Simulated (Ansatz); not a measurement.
The compound is LiAuO₄ (space group P4/mmm, No. 123), taken as the end point of a relaxation with DFT PBEsol, scalar-relativistic, plane waves, PAW in Ansatz; the starting structure was generated, so it need not be a known form of this composition.

Space group P4/mmm (No. 123). a = 3.431 Å, b = 3.431 Å, c = 4.953 Å, α = 90.00°, β = 90.00°, γ = 90.00°

| atom | site | symmetry | x | y | z |
| --- | --- | --- | --- | --- | --- |
| Li | 1d | 4/mmm | 0.5000 | 0.5000 | 0.5000 |
| Au | 1a | 4/mmm | 0.0000 | 0.0000 | 0.0000 |
| O | 4i | 2mm. | 0.0000 | 0.5000 | 0.2416 |

Describe how the polyhedra about Au are linked (bonds: Au–O below 2.4 Å).

Au: AuO8 cube, sharing edges with four neighbours.

They form layers of edge-sharing cubes parallel to (001). Their corner atoms also have Li as close neighbours (those links are not drawn).

Centre to centre across a shared edge: 3.43 Å.

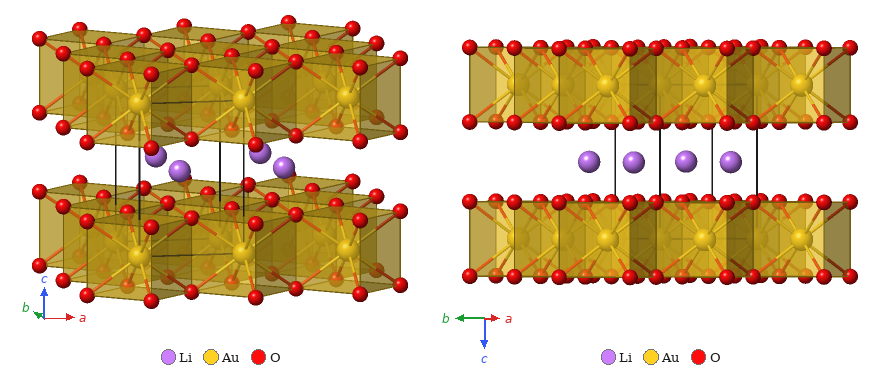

Polyhedra are drawn about Au (bonds: Au–O below 2.4 Å); other atoms are plain spheres. Two views of the same piece.
